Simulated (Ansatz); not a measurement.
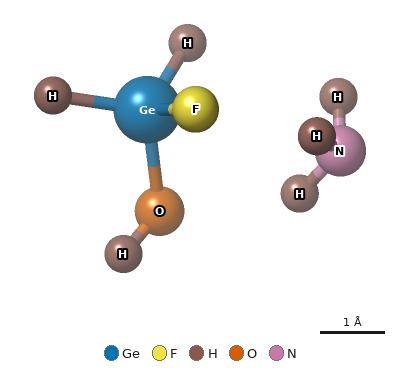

This is the input geometry for a relaxation of GeNH6OF. A ball-and-stick model, seen at a tilt.

The run prepares an end point of a later path (reaction) calculation, from a guessed geometry.

Theory: RKS PBE0/def2-SVP in Ansatz 0.2.0.

Input
```yaml
crystal:
  periodic: [false, false, false]
  atoms:
    - { symbol: Ge, position_ang: [-0.090255, 0.057535, -0.001923] }
    - { symbol: F, position_ang: [-0.167484, 0.189646, 1.705423] }
    - { symbol: H, position_ang: [1.363355, -0.027849, -0.459961] }
    - { symbol: H, position_ang: [-0.867738, 1.287623, -0.49618] }
    - { symbol: O, position_ang: [-0.943792, -1.407848, -0.50973] }
    - { symbol: H, position_ang: [-1.903764, -1.328779, -0.465981] }
    - { symbol: "N", position_ang: [1.206983, -2.40567, 1.400908] }
    - { symbol: H, position_ang: [0.477201, -2.602419, 0.719454] }
    - { symbol: H, position_ang: [2.017695, -2.055188, 0.897563] }
    - { symbol: H, position_ang: [0.8612, -1.641551, 2.007327] }
basis:
  gaussian: { orbitals: def2-SVP }
hamiltonian:
  xc: pbe0
relax:
  f_tol: 0.03
  max_steps: 50
```

Command:
```bash
ansatz run input.yaml --threads 2 --pin off --max-ram 3072MiB --backend cpu --events-out ev --progress --plain --runs-dir out
```

Predict the outcome.

After 5 accepted moves (6 points after the start) the energy has fallen by 0.066 eV. The largest force component goes from 1.1 to 0.026 eV/Å. The line search rejected the trial step at point 4 of the run. The largest move after the best rigid fit is that of H3, 0.19 Å. Largest moves by element: H 0.19 Å, N 0.17 Å, Ge 0.17 Å, O 0.11 Å, F 0.09 Å. Near-neighbour distances that change, for instance: Ge1–F2 1.714 → 1.747 Å, N7–H10 1.035 → 1.019 Å, Ge1–O5 1.770 → 1.766 Å. Bond angles that change, for instance: H3–Ge1–O5 109.1° → 106.9°, H4–Ge1–O5 109.0° → 111.2°. The run took 22 s on 2 threads of Arm Neoverse V2 (shared host), peak memory 0.23 GiB.

The structure at the end:

```xyz
10

Ge   -0.1503    0.1857   -0.0901
F    -0.1665    0.2671    1.6549
H     1.2991    0.1246   -0.5595
H    -0.9805    1.3946   -0.5430
O    -0.9132   -1.3305   -0.5785
H    -1.8640   -1.3488   -0.4205
N     1.2395   -2.5515    1.4866
H     0.5123   -2.6838    0.7841
H     2.0587   -2.2079    0.9885
H     0.9182   -1.7840    2.0746
```

The end point in the same view:

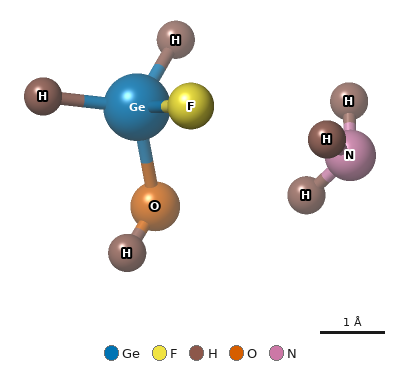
